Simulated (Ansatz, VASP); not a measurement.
# BiP: VASP beside Ansatz, part 2 of 2

One calculation is typed for both programs; each brings its own data sets. How far apart do they land? The cell is invented: As first built, before any earlier steps moved the atoms (in the runner's words): it takes the AlP structure with some of its atoms replaced by other elements, volume scaled by an estimate. It may not be a known or stable phase. The cell is taken from a series of VASP runs on this material, whose earlier steps may have relaxed, scaled or displaced it; both programs get it as it stands. Valence electrons are named where the data sets of a main pair hold unlike numbers.

VASP 6.6.1 and Ansatz 0.2.0.

So far. Step 2 (VASP: band structure, PBE, spin-orbit coupling): The run ends at a pressure of -0.38 GPa.

## 4. Side by side

Known differences besides the potentials themselves: spin-orbit coupling enters by fully relativistic files in Ansatz and inside the spheres in VASP; the cutoff is 420 eV in Ansatz and 400 eV in VASP. Total energies have different zeros and are not compared.

Compared:

```csv
quantity,Ansatz,VASP,difference
pressure (GPa),-0.22,-0.38,+0.15
```

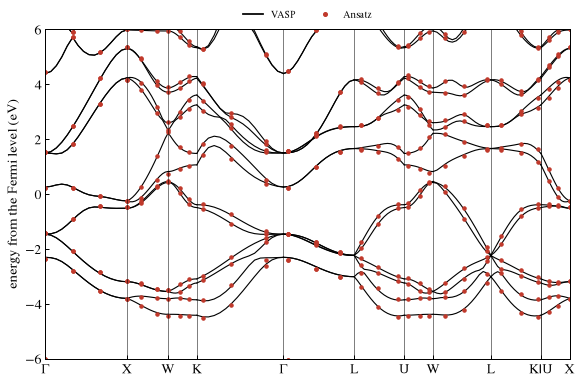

Bands from VASP (lines) and levels from Ansatz (dots). Dots without a line are higher empty bands that the VASP plot leaves out.

Levels from 3 eV below to 2 eV above the Fermi level differ by 35 meV r.m.s. and 92 meV at most; each VASP level is matched to the nearest of Ansatz, which flatters the figure a little.

## 5. Ansatz: band structure, r2SCAN, spin-orbit coupling

With cell and atoms fixed, the geometry can't cause a difference; cores, projectors, grids and the points listed under the comparison can.

The cell is taken from a series of VASP runs on this material, whose earlier steps may have relaxed, scaled or displaced it; both programs get it as it stands.

input.yaml

```yaml
crystal:
  lattice:
    - [0.0, 3.2476571572, 3.2476571572]
    - [3.2476571572, 0.0, 3.2476571572]
    - [3.2476571572, 3.2476571572, 0.0]
  atoms:
    - { symbol: Bi, position: [0.0, 0.0, 0.0] }
    - { symbol: P, position: [0.25, 0.25, 0.25] }
hamiltonian:
  xc: r2scan
  pseudopotentials: { kind: paw_fr }
magnetization:
  noncollinear: true
  spin_orbit: true
kpoints:
  mp_grid: { grid: [4, 4, 4] }
  band_path:
    path:
      - [0.0, 0.0, 0.0]
      - [0.16667, 0.0, 0.16667]
      - [0.33333, 0.0, 0.33333]
      - [0.5, 0.0, 0.5]
      - [0.5, 0.08333, 0.58333]
      - [0.5, 0.18333, 0.68333]
      - [0.5, 0.25, 0.75]
      - [0.45, 0.3, 0.75]
      - [0.40833, 0.34167, 0.75]
      - [0.35, 0.35, 0.7]
      - [0.225, 0.225, 0.45]
      - [0.075, 0.075, 0.15]
      - [0.03333, 0.03333, 0.03333]
      - [0.23333, 0.23333, 0.23333]
      - [0.4, 0.4, 0.4]
      - [0.51667, 0.46667, 0.51667]
      - [0.55833, 0.38333, 0.55833]
      - [0.60833, 0.28333, 0.60833]
      - [0.60833, 0.25, 0.64167]
      - [0.55833, 0.25, 0.69167]
      - [0.51667, 0.25, 0.73333]
      - [0.5, 0.3, 0.7]
      - [0.5, 0.38333, 0.61667]
      - [0.5, 0.48333, 0.51667]
      - [0.475, 0.475, 0.55]
      - [0.425, 0.425, 0.65]
      - [0.38333, 0.38333, 0.73333]
      - [0.59167, 0.18333, 0.59167]
      - [0.55, 0.1, 0.55]
      - [0.5, 0.0, 0.5]
    npoints: 1
scf:
  occupations: { method: gaussian, width: 0.02 }
  n_extra_bands: 14
output:
  forces: true
  stress: true
  eigenvalues: true
  write_density: true
  write_potential: true
  elf: true
  volumetric_format: npy
```

Run with:

```console
> ansatz run input.yaml --threads 2 --pin off --max-ram 4608MiB --backend cpu --events-out ev --progress --plain --runs-dir out
```

Numbers of over 12 decimals in the logs are rounded to 6 here.

Log:

```text
[...]
Crystal: 2 atoms, lattice volume = 68.508 Å³
Basis set: ecut = 500 eV, 1807 PW (Γ), exchange–correlation on 144×144×144 points (64 copies of the dense FFT grid, shifted against one another)
Bands: 34, of which v1, the nominal top of the filled ones, is band 20 counted from 1 (19 counted from 0)
[...]
k-point 0: bands = [... 16 lower, 4.3994, 4.3994, 4.3994, 4.3994, 6.2080, 6.2080, 7.5772, 7.5772, ... 10 higher]
  k-point 1: bands = [... 16 lower, 3.9214, 3.9344, 4.0864, 4.0864, 7.1133, 7.1133, 8.2539, 8.2674, ... 10 higher]
  k-point 2: bands = [... 16 lower, 3.5840, 3.5840, 3.7057, 3.7057, 7.7021, 7.7021, 8.5982, 8.5982, ... 10 higher]
  k-point 7: bands = [... 16 lower, 2.2373, 2.2376, 6.4715, 6.5061, 6.8409, 8.4080, 8.4566, 8.7763, ... 10 higher]
[key lines of the parts left out:]
SCF converged after 8 iterations
Magnetization: |M| = 0.0000 μB,  M = (+0.0000, +0.0000, +0.0000) μB
Free energy (F): -13135.423886 eV
Fermi energy:    6.036404 eV
P = ⅓ Tr σ = -1.0436 GPa (-10.436 kbar)
```

Run time: 27 s. Hardware: 2 threads of Arm Neoverse N1, shared host; peak memory 0.66 GiB; 53 s of CPU time.

## 6. VASP: band structure, r2SCAN, spin-orbit coupling

The same cell, functional, mesh and smearing now go to VASP, with its own data sets.

INCAR

```
SYSTEM = BiP
PREC = Accurate
ENCUT = 400
EDIFF = 1E-06
NELM = 100
ISMEAR = 0
SIGMA = 0.02
LREAL = .FALSE.
ALGO = Normal
METAGGA = R2SCAN
LASPH = .TRUE.
LNONCOLLINEAR = .TRUE.
MAGMOM = 0 0 0 0 0 0
NBANDS = 32
GGA_COMPAT = .FALSE.
LSORBIT = .TRUE.
LORBIT = 11
LWAVE = .FALSE.
LCHARG = .FALSE.
KPAR = 4
```

POSCAR

```
BiP
1.0
    0.0000000000      3.2476571572      3.2476571572
    3.2476571572      0.0000000000      3.2476571572
    3.2476571572      3.2476571572      0.0000000000
Bi P
1 1
Direct
    0.0000000000      0.0000000000      0.0000000000
    0.2500000000      0.2500000000      0.2500000000
```

KPOINTS

```
Automatic mesh
0
Gamma
4 4 4
0 0 0
```

KPOINTS_OPT

```
Line mode
16
Line-mode
Reciprocal
  0.00000000   0.00000000   0.00000000 GAMMA
  0.50000000   0.00000000   0.50000000 X

  0.50000000   0.00000000   0.50000000 X
  0.50000000   0.25000000   0.75000000 W

  0.50000000   0.25000000   0.75000000 W
  0.37500000   0.37500000   0.75000000 K

  0.37500000   0.37500000   0.75000000 K
  0.00000000   0.00000000   0.00000000 GAMMA

  0.00000000   0.00000000   0.00000000 GAMMA
  0.50000000   0.50000000   0.50000000 L

  0.50000000   0.50000000   0.50000000 L
  0.62500000   0.25000000   0.62500000 U

  0.62500000   0.25000000   0.62500000 U
  0.50000000   0.25000000   0.75000000 W

  0.50000000   0.25000000   0.75000000 W
  0.50000000   0.50000000   0.50000000 L

  0.50000000   0.50000000   0.50000000 L
  0.37500000   0.37500000   0.75000000 K

  0.62500000   0.25000000   0.62500000 U
  0.50000000   0.00000000   0.50000000 X
```

The projector-augmented-wave data sets are Bi_d and P (PBE family, release 64).

Run with:

```console
> mpirun -np 4 vasp_ncl
```

Log:

```text
[banner, memory and clock lines left out]
running    4 mpi-ranks, on    1 nodes
[...]
|                                                                             |
|               ----> ADVICE to this user running VASP <----                  |
|                                                                             |
|     You enforced a specific xc type in the INCAR file but a different       |
|     [... a line on the potential file left out ...]
|     I HOPE YOU KNOW WHAT YOU ARE DOING!                                     |
|                                                                             |

 LDA part: xc-table for (None), standard interpolation
 POSCAR, INCAR and KPOINTS ok, starting setup
[...]
entering main loop
       N       E                     dE             d eps       ncg     rms          rms(c)
DAV:   1     0.113203584078E+03    0.11320E+03   -0.84273E+03   640   0.106E+03
DAV:   2    -0.546790261577E+02   -0.16788E+03   -0.16228E+03   696   0.327E+02
[...]
1 F= -.67403483E+02 E0= -.67402954E+02  d E =-.105786E-02  mag=    -0.0000    -0.0000    -0.0000
 Start KPOINTS_OPT (optional k-point list driver)
k-point batch [1-10\160]
       N       E                     dE             ncg
DAV:   1    -0.166056007386E+03   -0.10058E+04      640
DAV:   2    -0.188725175338E+04   -0.17212E+04      704
DAV:   3    -0.207023967055E+04   -0.18299E+03      760
DAV:   4    -0.207739845447E+04   -0.71588E+01      744
DAV:   5    -0.207778174208E+04   -0.38329E+00     1000
DAV:   6    -0.207778559336E+04   -0.38513E-02      736
DAV:   7    -0.207778579422E+04   -0.20086E-03     1000
DAV:   8    -0.207778579708E+04   -0.28571E-05      760
DAV:   9    -0.207778579717E+04   -0.96906E-07      424
[...]
k-point batch [151-160\160]
       N       E                     dE             ncg
DAV:   1    -0.308316360519E+03   -0.58289E+04      648
DAV:   2    -0.197147323713E+04   -0.16632E+04      672
DAV:   3    -0.213363626709E+04   -0.16216E+03      864
DAV:   4    -0.213924707028E+04   -0.56108E+01      848
DAV:   5    -0.213945048480E+04   -0.20341E+00      928
DAV:   6    -0.213945485274E+04   -0.43679E-02      928
DAV:   7    -0.213945497620E+04   -0.12346E-03      920
DAV:   8    -0.213945497934E+04   -0.31387E-05      896
DAV:   9    -0.213945497941E+04   -0.65492E-07      544
```

From OUTCAR (step 6):

```text
  Total       -0.5029260     -0.5029260     -0.5029260     -0.0000000      0.0000000     -0.0000000
  in kB      -11.7618095    -11.7618095    -11.7618095     -0.0000000      0.0000000     -0.0000000
  external PRESSURE =     -11.7618095 kB  Pullay stress =       0.0000000 kB

  FREE ENERGIE OF THE ION-ELECTRON SYSTEM (eV)
  ---------------------------------------------------
  free  energy   TOTEN  =       -67.4034827724 eV

  energy  without entropy=      -67.4024249170  energy(sigma->0) =      -67.40295384

 magnetization (x)
# of ion       s       p       d       tot
------------------------------------------
    1       -0.000   0.000  -0.000   0.000
    2        0.000   0.000   0.000   0.000
--------------------------------------------------
tot         -0.000   0.000  -0.000   0.000

 magnetization (y)
# of ion       s       p       d       tot
------------------------------------------
    1        0.000   0.000   0.000   0.000
    2        0.000   0.000   0.000   0.000
--------------------------------------------------
tot          0.000   0.000   0.000   0.000

 magnetization (z)
# of ion       s       p       d       tot
------------------------------------------
    1       -0.000   0.000  -0.000  -0.000
    2        0.000   0.000   0.000   0.000
--------------------------------------------------
tot         -0.000   0.000  -0.000  -0.000

[... 3 parts as in an earlier step ...]

[... 1 further part left out ...]
[key lines of the parts left out:]
E-fermi :   4.0428
```

The run ends at a pressure of -1.18 GPa.

## 7. Side by side

What differs besides the data sets and the points named for the pairs above, as far as they apply: VASP keeps PBE cores, Ansatz makes them for the functional; the cutoff is 500 eV in Ansatz and 400 eV in VASP. Total energies have different zeros and are not compared.

Both answers:

```csv
quantity,Ansatz,VASP,difference
pressure (GPa),-1.04,-1.18,+0.13
```

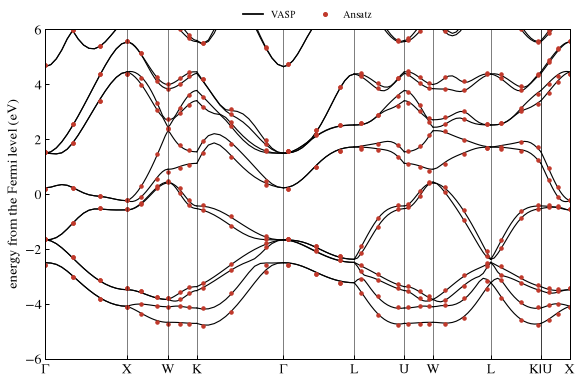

Bands from VASP (lines) and levels from Ansatz (dots). Dots without a line are higher empty bands that the VASP plot leaves out.

Levels from 3 eV below to 2 eV above the Fermi level differ by 39 meV r.m.s. and 97 meV at most; each VASP level is matched to the nearest of Ansatz, which flatters the figure a little.

## 8. What came out

| Property | Result |
| --- | --- |
| r.m.s. difference of levels near the Fermi level (band structure, PBE, spin-orbit coupling) | 35 meV |
| r.m.s. difference of levels near the Fermi level (band structure, r2SCAN, spin-orbit coupling) | 39 meV |

What this shows: The r.m.s. difference of levels near the Fermi level is 39 meV (band structure, r2SCAN, spin-orbit coupling), within the 80 meV picked in this series as the mark of a large difference. Such differences can come from data sets, numerical settings and the points named under the comparisons, not from the functional's error against experiment.

[Lines on the potential files, build, host, timing and source positions are cut from VASP's logs without a mark.]

[Logs are printed without paths, hosts, clocks, repeated set-up lines and the standing remarks that a program may print on its own settings, such as how far it seeks lower states.]

[Hosts, paths, dates, database ids (printed as entryN), source tags and the programs' standing remarks are cut or masked in the printed files.]
